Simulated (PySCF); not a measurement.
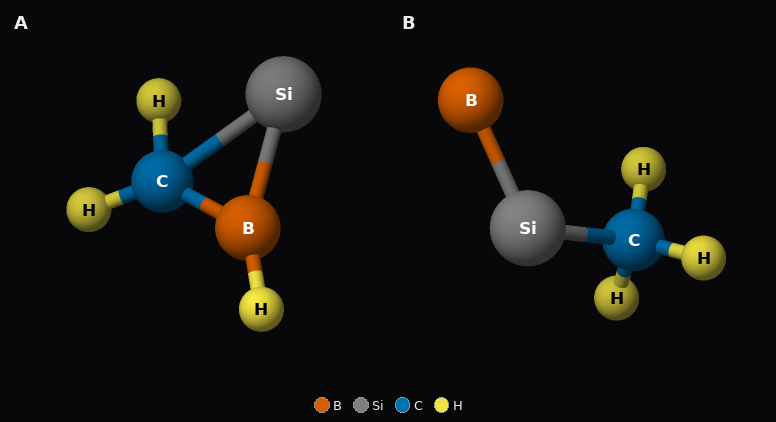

2 stationary structures of one formula. Geometries: PBE0-D4/def2-TZVP. Electronic energies: ωB97M-V/def2-TZVPP (PySCF 2.14.0), without zero-point energy. No frequency run is at hand to confirm each as a minimum.

Which structure is the most stable?

A is lowest (Cs); B lies 341.4 kJ/mol above it (Cs).

Give E(B) − E(A) in kJ/mol at these levels too: ωB97M-V/def2-TZVPP; B3LYP-D4/def2-TZVPP; r2SCAN-D4/def2-TZVPP; PBE0-D4/def2-TZVP; PBE0-D4/def2-TZVPP; PBE-D4/def2-TZVPP; RHF-CCSD(T) (frozen core)/def2-TZVPP.

| level | E(B) − E(A) (kJ/mol) |
| --- | --- |
| ωB97M-V/def2-TZVPP | +341.4 |
| B3LYP-D4/def2-TZVPP | +311.4 |
| r2SCAN-D4/def2-TZVPP | +314.8 |
| PBE0-D4/def2-TZVP | +326.4 |
| PBE0-D4/def2-TZVPP | +326.2 |
| PBE-D4/def2-TZVPP | +305.5 |
| RHF-CCSD(T) (frozen core)/def2-TZVPP | +271.1 |
